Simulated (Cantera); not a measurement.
Charge: 1 mol HMDSO, 4.7 mol CO2, 5.6 mol H2, equilibrated at 1100 °C.

Equilibrium computed with Cantera from the NASA thermochemical tables; the gas is ideal and each condensed phase is pure. Candidate condensed phases: C, C6H6, C7H8, C8H18, H2O, Si, SiC, SiO2; 123 gas species. The feed counts by its element totals alone. Mutual solubility and eutectic melting of coexisting phases are not modelled. The tables hold silica as quartz up to 1696 K and as liquid above; real silica turns to tridymite and cristobalite and melts near 1996 K. Rates play no part.

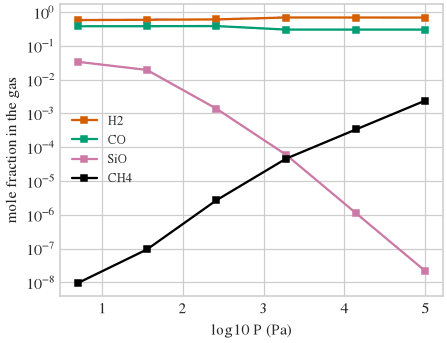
Equilibrium gas composition (values under 1e-9 drawn at 1e-9)

Question: Read off the mole fractions at 260 Pa.

Answer: H2 about 0.61, CO about 0.39, SiO about 0.0014, CH4 about 2.7e-6.
